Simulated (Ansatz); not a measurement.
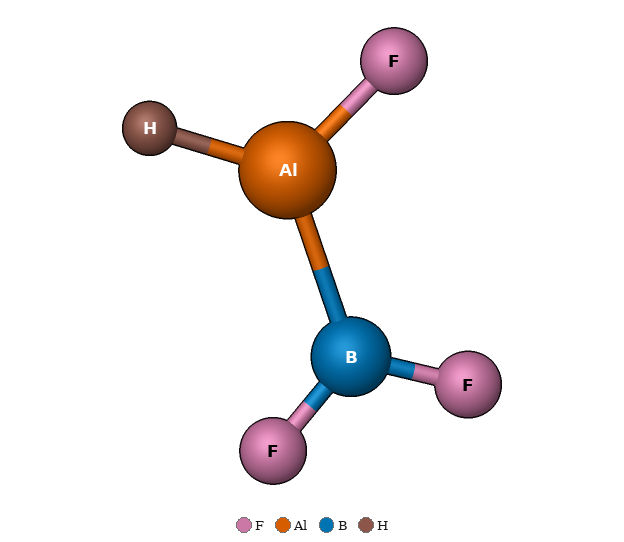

Ball-and-stick drawing of a structure.

Identify the structure.

It has 6 atoms: 1 aluminium, 1 boron, 3 fluorine and 1 hydrogen (AlBF3H). As SMILES it reads `[F][AlH][B](F)F`. This geometry has Cs symmetry. All atoms lie on one plane. Coordination: 1 Al trigonal planar; 1 B trigonal planar.

More results for the same structure follow; atom numbers are the same in all pictures, views and colours differ. Computed geometry: PBE0-D4/def2-TZVP optimisation. No frequency run is at hand to confirm it as a minimum.

**Shape**

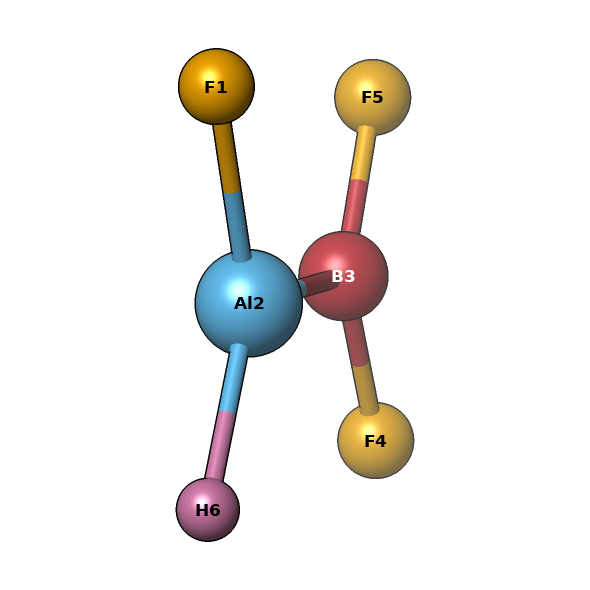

B3 lies behind Al2. The molecule seen a little off the Al2–B3 bond, Al2 in front. Distant atoms are faded towards the background colour. No frequency run is at hand to confirm it as a minimum.

**What is the torsion angle F1–Al2–B3–F4? The sign is positive where the front bond must turn clockwise to cover the back bond.**

179°, antiperiplanar (anti).

**Dipole moment**

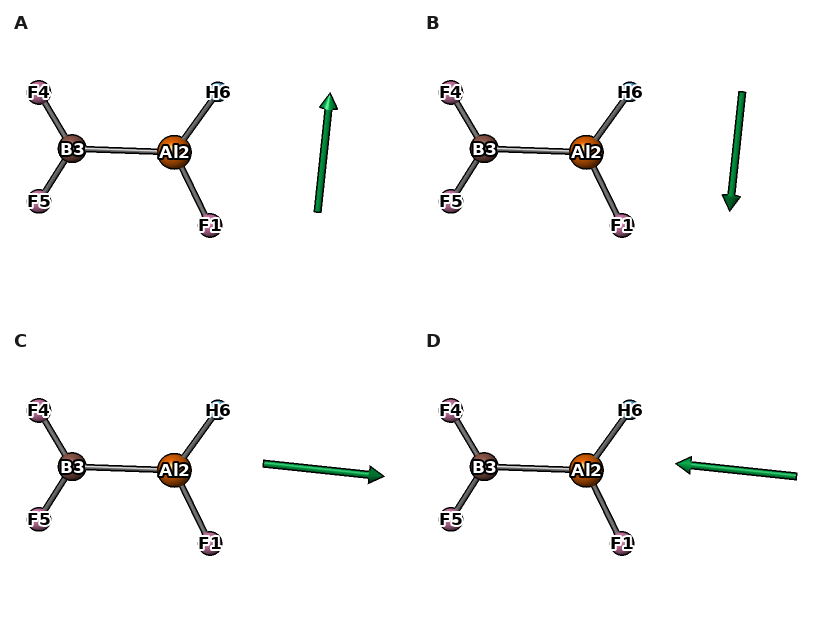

The same molecule four times, each with an arrow. No frequency run is at hand to confirm it as a minimum. Method: RKS PBE0-D4/def2-TZVP (Ansatz 0.2.0).

**Which arrow points along the dipole moment, from the negative to the positive end?**

A. The dipole moment is 1.16 D; it points from the side of F1, F5 to the side of H6 (the outermost atoms at the two ends).

**Electronic properties**

No frequency run is at hand to confirm it as a minimum. Level of theory: RKS PBE0-D4/def2-TZVPP (Ansatz 0.2.0).

**What is the HOMO energy (Kohn–Sham orbital)?**

−8.43 eV.

**Estimate the LUMO energy (Kohn–Sham orbital).**

−2.44 eV.

**Charges**

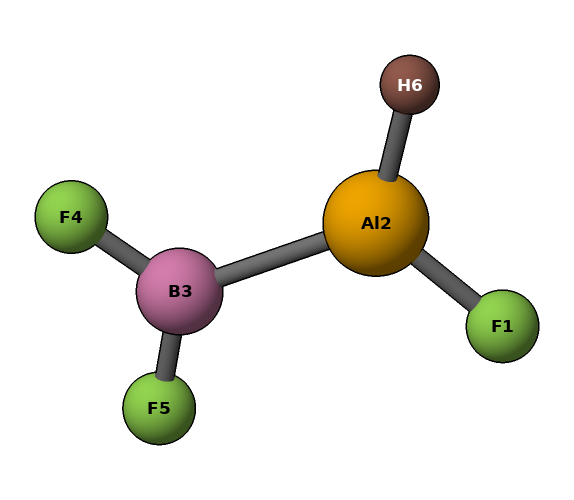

The questions are on Mulliken charges. No frequency run is at hand to confirm it as a minimum. Level of theory: RKS PBE0-D4/def2-TZVP (Ansatz 0.2.0).

Give the Mulliken charges atom by atom.

```
atom  value (e)
  F1      −0.34
 Al2       0.48
  B3       0.38
  F4      −0.22
  F5      −0.21
  H6      −0.08
```

Mulliken values depend strongly on the basis set and can even reverse the polarity of a bond.
